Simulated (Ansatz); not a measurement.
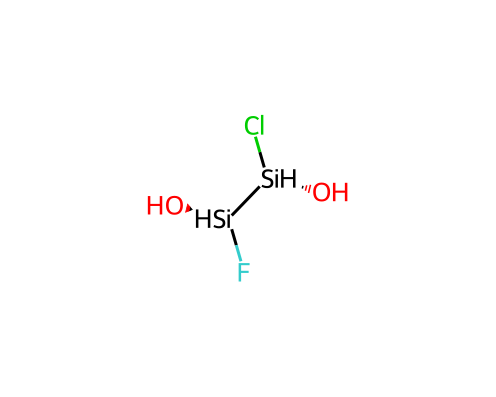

Source: calculation with Ansatz.

Skeletal drawing of a molecule.

Question: Give its SMILES.

Answer: O[Si@H](F)[Si@@H](O)Cl

Question: What is the molecular formula?

Answer: ClFH4O2Si2.

Question: An optimisation with PBE0-D4/def2-TZVP gave a structure of which point group?

Answer: C1.
